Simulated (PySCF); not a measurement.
**GeH₄P, doublet, SMILES `[PH2][GeH2]`: what the electrons do**

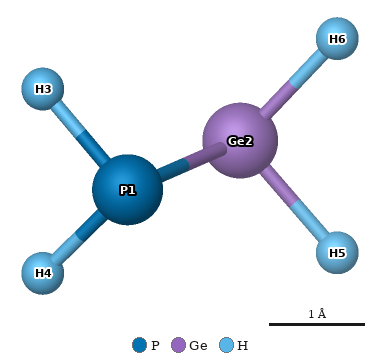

The molecule, with its atoms numbered as below. No frequency check shows the geometry to be a minimum.

Coordinates in Å:

```
P1       1.5436    0.0001   -0.1382
Ge2     -0.7608   -0.0000    0.0704
H3       1.7873    1.0042    0.7890
H4       1.7871   -1.0051    0.7883
H5      -1.1922   -1.1671   -0.8789
H6      -1.1919    1.1679   -0.8782
```

### 1. Bonding charge

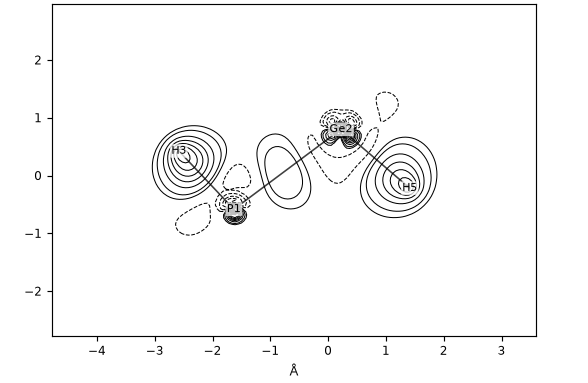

Deformation density (molecule less spherical, spin-averaged free atoms) in the plane of P1, Ge2, H3 and H5; contours at ±0.05 to ±0.8 e/Å³; solid lines: gain, dashed lines: loss.

PySCF calculation, TPSS/aug-cc-pVDZ, gas phase; geometry: GFN2-xTB. The stability of the open-shell solution wasn't checked. GFN2-xTB doesn't know the spin state, so this open-shell geometry is rough.

Question: How much density has each bond in this plane gained at its critical point, relative to the free atoms?

Answer: Ge2–H5: +0.20 e/Å³ at the bond critical point (bond length 1.56 Å). P1–Ge2: +0.14 e/Å³ at the bond critical point (bond length 2.31 Å). P1–H3: +0.14 e/Å³ at the bond critical point (bond length 1.39 Å). In all, 1.2 electrons gather in the regions of gain relative to the promolecule. A small or negative value marks a very polar bond, one between electron-rich atoms, whose free-atom densities already overlap strongly, a long bond to a heavier atom, or a closed-shell contact such as a hydrogen bond.

Question: Where do the Hirshfeld charges lie?

Answer: The highest Hirshfeld charge is on Ge2 (+0.17 e), the lowest on H5 and H6 (−0.09 e).

### 2. Local ionisation energy

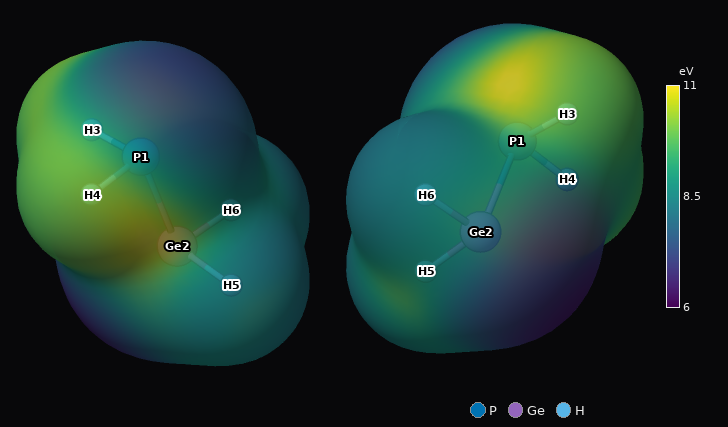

Average local ionisation energy on the surface of electron density 0.001 a.u. (back view left, front view right).

Question: Locate the minima of the map.

Answer: The lowest value is 6.3 eV, 2.4 Å from Ge2. Further minima include 7.1 eV, 2.3 Å from P1; 8.0 eV, 1.5 Å from H5, and at like points elsewhere. For comparison, the highest occupied orbital lies at −5.5 eV.

Question: What volume does the surface enclose, and what is the dipole moment?

Answer: About 98 Å³; the dipole moment is 1.0 D.

### 3. Spin density

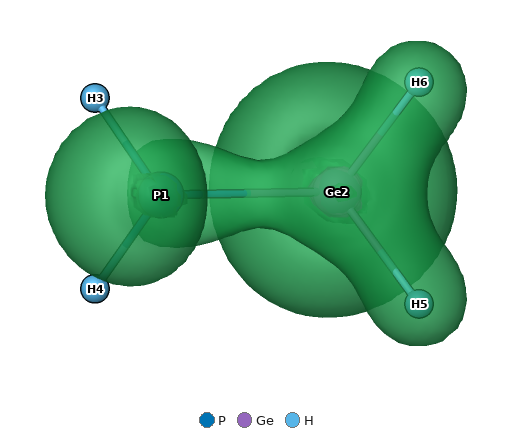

Spin density ρα − ρβ at ±0.02 e/Å³ (green: excess α, purple: excess β).

Question: Give the atomic spin populations that go with this picture.

Answer: Hirshfeld spin populations: Ge2 +0.66, P1 +0.21 and H5 and H6 +0.05. ⟨S²⟩ = 0.75, as for a pure state.

### 4. In an electric field

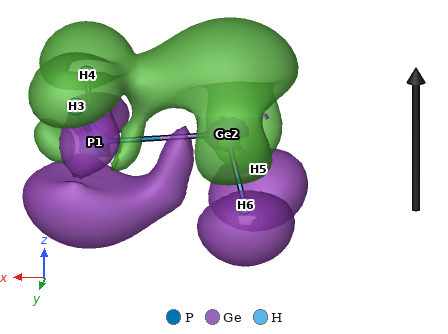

Change of the electron density in a uniform field of 0.26 V/Å along +z (arrow), surfaces at ±0.0015 e/Å³ (purple: gain, green: loss).

Computed with PySCF, ωB97X/def2-TZVP, geometry: GFN2-xTB. A basis without diffuse functions makes polarisabilities too small. The stability of the open-shell solution wasn't checked. GFN2-xTB doesn't know the spin state, so this open-shell geometry is rough.

Question: What dipole is induced, and what polarisability does it imply?

Answer: The induced dipole is 0.64 D (along the field); α along this axis, from the fields in both directions, is 51 bohr³ (7.5 Å³).

Question: Which atoms gain and lose the most charge?

Answer: Electrons gather most on P1 (Hirshfeld charge changes by −0.016 e) and leave Ge2 most (+0.019 e); 0.060 electrons are displaced in all.

The PySCF runs shown took 18 s and 26 s on 1 thread of Intel(R) Xeon(R) Platinum 8488C (Sapphire Rapids), on a shared host.
